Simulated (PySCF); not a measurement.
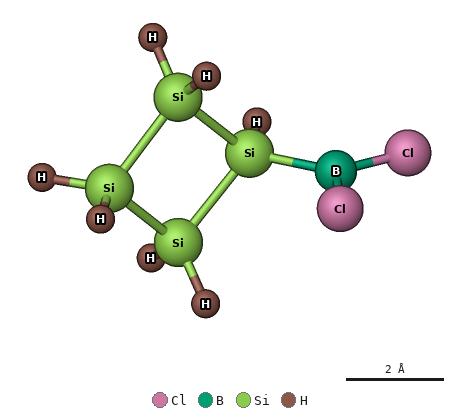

Starting structure of BSi4H7Cl2. A ball-and-stick model, seen at a tilt.

The start comes from GFN2-xTB. Its atoms were then displaced at random by about 0.01 Å.

The calculation used PBE0-D3(BJ)/def2-SVP geometry optimisation, gas phase (PySCF).

```xyz
14

Cl   -4.2105    0.1129   -0.1662
B    -2.5719    0.5726   -0.0273
Cl   -2.2555    2.2613    0.2579
Si   -1.0343   -0.6545   -0.1666
Si    0.6417    0.0174   -1.6781
Si    2.1569    0.2490    0.1224
Si    0.5109   -0.5172    1.6193
H    -1.5221   -2.0270   -0.4138
H     0.3613    1.2421   -2.4265
H     0.9859   -0.9582   -2.6945
H     3.3949   -0.5393    0.0608
H     2.6711    1.6034    0.3760
H     0.7428   -1.7693    2.3047
H     0.1216    0.3915    2.7246
```

**Where does the relaxation end?**

The largest move after the best rigid fit is that of H12, 1.11 Å. Largest moves by element: H 1.11 Å, Cl 0.79 Å, Si 0.47 Å, B 0.39 Å. Some distances before and after: Si5–H10 1.450 → 1.498 Å, Cl1–B2 1.708 → 1.747 Å, Si5–H9 1.462 → 1.495 Å, B2–Si4 1.972 → 2.004 Å. Among the angles between lasting bonds that change: Si6–Si7–H13 118.1° → 109.3°, B2–Si4–Si5 115.0° → 106.7°, H11–Si6–H12 101.9° → 109.5°. Groups turn about Si4–Si7 by about 30°, Si4–Si5 by about 30°, Si5–Si6 by about 25°. Over 16 geometry steps the energy falls by 0.319 eV.

The structure at the end:

```xyz
14

Cl   -4.0120    0.7985   -0.0791
B    -2.2679    0.8191    0.0253
Cl   -1.4731    2.3577    0.3289
Si   -1.1215   -0.8110   -0.1875
Si    0.6337   -0.2220   -1.6672
Si    1.8624    0.6092    0.1761
Si    0.4936   -0.7492    1.5442
H    -1.8976   -2.0645   -0.4278
H     0.3059    0.6842   -2.8100
H     1.2957   -1.4601   -2.1885
H     3.3257    0.2991    0.1892
H     1.6614    2.0704    0.4061
H     1.1297   -2.0962    1.6990
H     0.0568   -0.2502    2.8840
```

After the run, drawn alike:

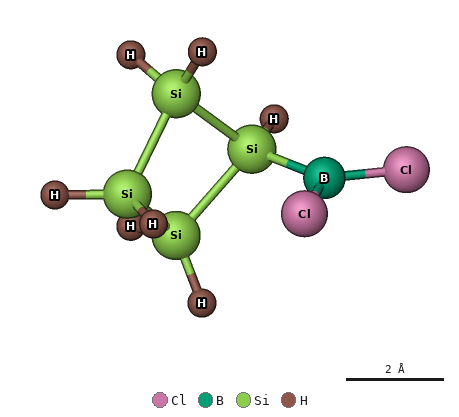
